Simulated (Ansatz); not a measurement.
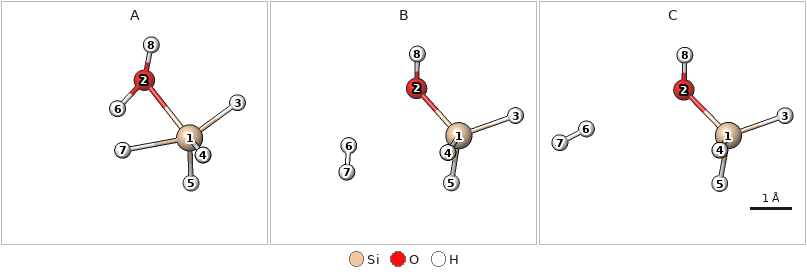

3 geometries from a converged minimum-energy path of SiH6O, made up of SiH$_{4}$O and H2, shuffled. Style: ball-and-stick. Shown face on.

Theory: RKS PBE-D4/def2-TZVP (Ansatz 0.2.0). Run with 5 movable images; climbing image; force threshold 0.05 eV/Å; iteration limit 60; starting path through a guess of the saddle point.

**Which of them lies highest in energy?**

A. In order along the path, whose images run from 0 to 6: C (image 0, 0.0 kJ/mol), B (image 2, +5.5 kJ/mol), A (image 4, +193.1 kJ/mol). Breaking: H6–H7 (0.75 → 1.14 at the top → 2.80 Å), Si1–O2 (1.67 → 1.93 at the top → 3.12 Å). Forming: O2–H6 (2.61 → 1.14 at the top → 0.97 Å), Si1–H7 (4.20 → 1.75 at the top → 1.49 Å).

Limits of the set-up: the start holds two separate molecules, 2.6 Å apart at their closest, whose relative position is a soft coordinate.
